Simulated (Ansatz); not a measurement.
## Debugging a many-body input for AgCl (Fm-3m)

What is wrong with this input for AgCl (Fm-3m)?

Calculated with Ansatz 0.2.0; G0W0 on PBE, plane waves, PAW.

In doubt: one-shot GW on d or f shells is unsure, so the values of those runs are not to be relied on.

## Step 1: The structure

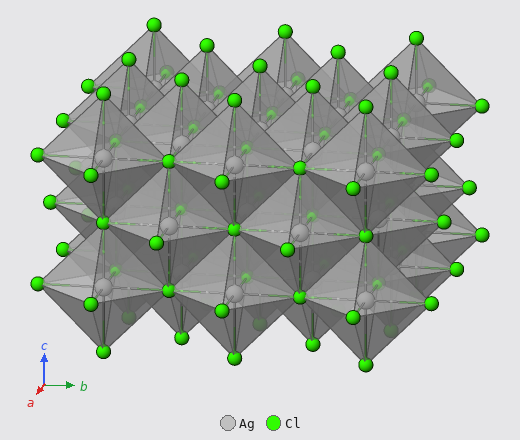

Start, viewed slightly off an axis; silver light grey, chlorine green. 2×2×1 cells are drawn. This picture shows the conventional cell, with its axes. Some periodic images of atoms are drawn too.

The cell and positions are those that the Materials Project relaxed with its own functionals (PBE, PBE+U or r2SCAN), kept fixed. The default PAW set here is soft_2. Its files were made with PBE.

## Step 2: First try

The input, input.yaml:

```yaml
crystal:
  lattice:
    - [0.0, 2.7726629968, 2.7726629968]
    - [2.7726629968, 0.0, 2.7726629968]
    - [2.7726629968, 2.7726629968, 0.0]
  atoms:
    - { symbol: Ag, position: [0.0, 0.0, 0.0] }
    - { symbol: Cl, position: [0.5, 0.5, 0.5] }
kpoints:
  mp_grid: { grid: [4, 4, 4], shift: [0.5, 0.5, 0.5] }
hamiltonian:
  xc: pbe
scf:
  occupations: { method: fixed }
gw:
  n_empty_bands: 44
  ecut_chi: 60
  qp_bands: [v2, c2]
  qp_kpoints: band_edges
  screening: { model: contour_deformation }
```

Started as:

```
$ ansatz run input.yaml --threads 3 --pin off --max-ram 92160MiB --backend cpu --events-out ev --progress --plain --runs-dir out
```

Numbers of over 12 decimals in the logs are rounded to 6 here.

Log:

```text
Error: gw: with kpoints.mp_grid.shift ≠ [0,0,0] (counting kpoints.further_shifts) — the screening and self-energy sums and their Coulomb-singularity correction are built for an unshifted (Γ-centred) SCF mesh only — a shifted mesh is not wired; use shift: [0,0,0]
```

It took 0.04 s on 3 threads of AMD EPYC 7R13 (Zen 3), shared host; peak memory 0.039 GiB.

**What went wrong?**

The program refused the input before any cycle.

The program's message: “Error: gw: with kpoints.mp_grid.shift ≠ [0,0,0] (counting kpoints.further_shifts) — the screening and self-energy sums and their Coulomb-singularity correction are built for an unshifted (Γ-centred) S …”

The fault: shifted k mesh. The sums over q need a Γ-centred mesh.

## Step 3: A better input

G0W0 replaces the xc potential by the self-energy, built once from these orbitals. Only a window of levels is corrected, while the sums run over the empty bands that the input names.

Edit input.yaml of step 2 so:

```diff
@@ -9,3 +9,3 @@
 kpoints:
-  mp_grid: { grid: [4, 4, 4], shift: [0.5, 0.5, 0.5] }
+  mp_grid: { grid: [6, 6, 6] }
 hamiltonian:
```

Started as:

```
$ ansatz run input.yaml --threads 3 --pin off --max-ram 92160MiB --backend cuda --events-out ev --progress --plain --runs-dir out --devices 1 --max-vram 13GiB
```

Log:

```text
GPUs: using 1 of 1 available (devices: 1).
[...]
device memory: the entry about to start is reckoned to put 0.5 GiB on a device that reports 60.7 GiB free (of which the cap on the GPU budget leaves the run 13.0 GiB)
GPU FFT provider: cuFFT
GPU libraries: cuBLAS 13.8.2, cuFFT 12.4.0, cuSOLVER 12.3.4
Crystal: 2 atoms, lattice volume = 42.631 Å³
Basis set: ecut = 420 eV, 869 PW (Γ)
Bands: 17, of which v1, the nominal top of the filled ones, is band 13 counted from 1 (12 counted from 0)
Symmetry: 48 space group operations
[...]
k-points: 16 of 216
[...]
GPU buffer pool allocated for 19683 grid points (all kernels)
GPU transforms: local potential and band sums: pruned to the plane-wave sphere, on 25×27×27
[...]
SCF iter   1: F=—  HF=-8670.889781 eV  |F-HF|=—  |Δ(HF+E_count)|=         —  Δρ=5.66e-4  dr2=8.36e-5  ethr=1.77e-3  ⟨swp⟩=4.0  Hψ=1136  notcnv=0  defer=27
[...]
0    12      5.7925   -20.9513     3.5493   -16.8671  0.7426     5.2515     5.2575  root
     0    13      5.7925   -20.9513     3.5493   -16.8671  0.7426     5.2515     5.2575  root
     0    14      9.0237    -8.2955    -3.6458   -12.4499  0.8150     9.5346     9.5323  root
     0    15     18.8090    -7.9503    -4.4788   -13.3447  0.7728    19.7371    19.7246  root
     1    12      6.8147   -28.3261     4.4330   -23.2552  0.7500     6.1677     6.1768  root
     1    13      6.8147   -28.3261     4.4330   -23.2552  0.7500     6.1677     6.1768  root
     1    14     10.1610    -9.3383    -3.5763   -13.5239  0.8062    10.7743    10.7703  root
     1    15     16.9456    -6.8441    -4.4081   -11.9394  0.7818    17.6392    17.6328  root
[...]
12    12      6.1547   -35.4778     5.8425   -28.7091  0.7375     5.2059     5.2286  root
    12    13      6.2396   -35.5673     5.9526   -28.7568  0.7292     5.3591     5.3817  root
    12    14     10.4893    -7.6519    -4.0592   -12.4782  0.8110    11.2630    11.2563  root
    12    15     16.0766    -9.0092    -3.7468   -13.4017  0.8000    16.7282    16.7223  root
[key lines of the parts left out:]
SCF converged after 6 iterations
Free energy (F): -8670.890463 eV
Fermi energy:    8.112652 eV
```

Run time: 14 s. Hardware: 1 × NVIDIA H100 80GB HBM3 (shared by 6 runs) with 3 threads; peak memory 1 GiB.

Reading the cycles: dr2 is the Hartree energy of the density residual (eV), the measure of convergence; HF is the Harris–Foulkes estimate of the energy, which meets the free energy F at convergence.

This step gave:

```yaml
bands_summed: 57
rpa_eps_infinity_on_this_mesh_eigenvalues: 4.987, 4.987, 4.987
plane_waves_in_the_screening_matrix: 59
q_points_in_the_mesh: 216
g0w0_gap_on_the_mesh: 1.943 eV
k_of_the_valence_top: 0, 0, -0.5
k_of_the_conduction_bottom: 0, 0, 0
starting_gap_on_the_mesh: 0.9111 eV
z_at_the_valence_top: 0.7671
z_at_the_conduction_bottom: 0.8150
least_direct_g0w0_gap_on_the_computed_points: 4.275 eV
```

The gap on the mesh goes from 0.91 eV to 1.94 eV, a correction of +1.03 eV. Between the two edge states, bare exchange in place of the xc potential would open the gap by 8.95 eV, and correlation takes back 7.92 eV.

## Step 4: Results

| Quantity | Value |
| --- | --- |
| first try | refused after 0.04 s |
| better run | G0W0 gap on the mesh 1.94 eV (6×6×6 mesh, 44 empty bands, screening to 60 eV) |

What this shows: The second run differs in: mesh and mesh shift. Bands and cutoff are finite, so the gap is not at the basis limit. The miss can reach some tenths of an eV and take either sign; the mesh is an error of its own. The 6×6×6 mesh is coarse for this cell (its supercell is 24 Å along the shortest edge). The RPA ε∞ on it, from the PBE start, is 4.99; such meshes misread the long-range screening, most where the gap is narrow. A d shell, filled or nearly so, lies near the gap. One-shot GW converges very slowly in bands there, not always from below, and on a semilocal start the gap tends to come out low; starts rich in exact exchange can overshoot instead. The many-body steps are scalar-relativistic: spin-orbit coupling is not in them.

[Paths, hosts, dates, memory and timing lines, banners, echoed tables and standing remarks are left out of the program output.]

[Logs are printed without paths, hosts, clocks, repeated set-up lines and the standing remarks that a program may print on its own settings, such as how far it seeks lower states.]

[Runs of the session that timed out or met a known fault of the program may be left out.]

[Cells called generated may have been cut or substituted from an entry of the Crystallography Open Database or the Materials Project.]

[Hosts, paths, dates, database ids (printed as entryN), source tags and the programs' standing remarks are cut or masked in the printed files.]
